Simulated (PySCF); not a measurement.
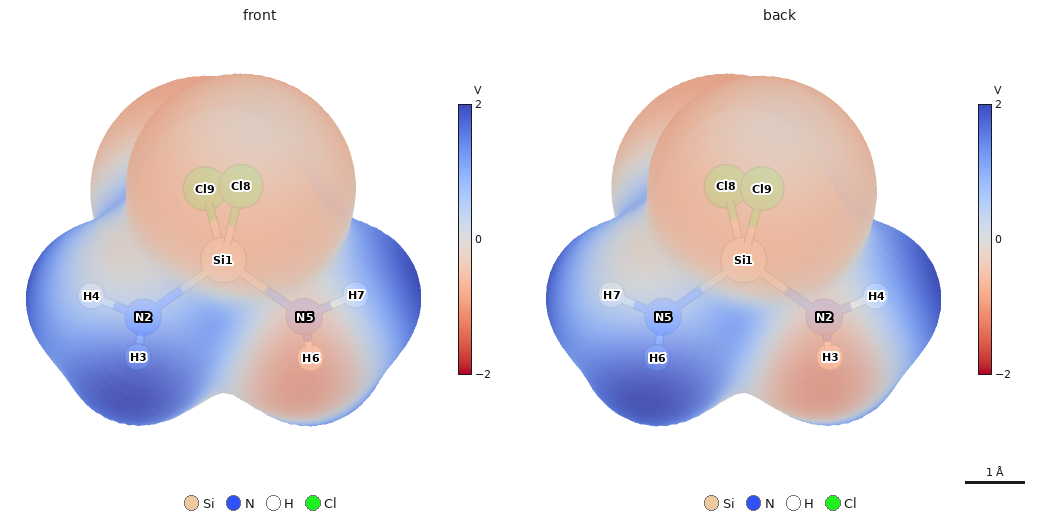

Figure. Cl2H4N2Si (SMILES N[Si](N)(Cl)Cl). The molecular electrostatic potential painted on the density surface at 0.002 e/bohr³, seen from the front and from behind; red is negative and blue positive.

Geometry: PBE0-D3(BJ)/def2-SVP.

The calculation used PBE0/pcSseg-1, SCF density, gas phase, non-relativistic (PySCF 2.14.0).

Input file:

```
{"job": {"kind": "nmr", "xc": "PBE0", "basis": "pcSseg-1"}, "charge": 0, "multiplicity": 1}
Si    -0.349212    -0.031029    -0.263854
N     -0.362565    -0.011992     1.436464
H      0.099111     0.739878     1.935536
H     -1.161513    -0.379679     1.939798
N      1.253999     0.038569    -0.824846
H      1.935786    -0.643532    -0.513389
H      1.449916     0.385459    -1.756282
Cl    -1.293997     1.550404    -1.208493
Cl    -1.438776    -1.717518    -0.770604
```

Launched as:

```sh
OMP_NUM_THREADS=1 python probes_run.py task.json out
```

**Describe the electrostatic potential map.**

The most negative region (about −0.8 V, or −18 kcal/mol for a unit charge) lies over N2, N5, Cl8 and Cl9, the most positive (about +2.0 V, or +46 kcal/mol for a unit charge) over H3, H4, H6 and H7.
